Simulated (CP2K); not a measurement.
Consider 3-vinylfuran at its PBE geometry (Å).

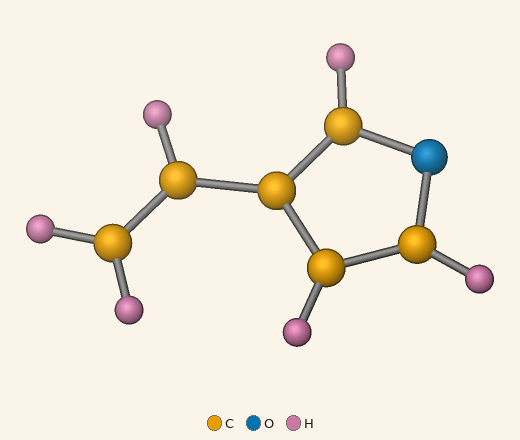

The molecule (carbon orange, oxygen blue, hydrogen pink).

```xyz
13

C     2.2915    0.5021    0.0984
C     1.3585   -0.4477    0.2844
C    -0.0730   -0.2937    0.0805
C    -0.8108    0.8700   -0.3496
C    -2.1233    0.5123   -0.3861
O    -2.2783   -0.8051   -0.0080
C    -1.0201   -1.2734    0.2698
H     3.3443    0.2926    0.2799
H     2.0391    1.5091   -0.2366
H     1.6791   -1.4369    0.6220
H    -0.4078    1.8460   -0.5958
H    -3.0373    1.0333   -0.6444
H    -0.9620   -2.3086    0.5854
```

Method: CP2K XAS_TDP, all-electron GAPW, PBEh(45%), aug-cc-pVDZ, TDA, GW2X-corrected core level, no relativity.

**Question.** Predict the bright core excitations at the O K edge.

Leading lines: O6 535.09 eV. The leading line of an atom is its first one with 35 % of the strongest within 2.5 eV of its lowest line over the strength cut. Core ionisation energies at this level: O6 539.48 eV.

The first six lines of each atom with a strength over 0.0015:

| atom | energy (eV) | states | strength, one atom | above the computed threshold |
| --- | --- | --- | --- | --- |
| O6 (bonded to 2 C) | 535.09 | 1 | 0.0275 |  |
|  | 538.47 | 1 | 0.0059 |  |
|  | 538.56 | 1 | 0.0052 |  |
|  | 538.82 | 1 | 0.0018 |  |
|  | 539.23 | 1 | 0.0317 |  |
|  | 539.29 | 1 | 0.0117 |  |

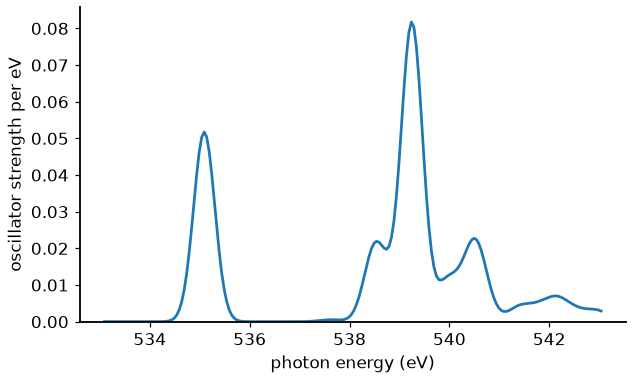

All atoms added, broadened by 0.5 eV.

Lines are vertical, at one geometry, with no vibrational structure. GW2X ionisation energies and lines can be off by 1 to 2 eV either way, and a good line position may hide errors that cancel. These values hold no scalar relativity, about 0.4 eV for O 1s. Rydberg lines, and the discretised continuum above threshold, depend on the basis and the box.

[Banner, clock and machine lines of the logs are left out without a mark of their own.]

[Logs are printed without paths, hosts, clocks, repeated set-up lines and the standing remarks that a program may print on its own settings, such as how far it seeks lower states.]

[Hosts, paths, dates, database ids (printed as entryN), source tags and the programs' standing remarks are cut or masked in the printed files.]
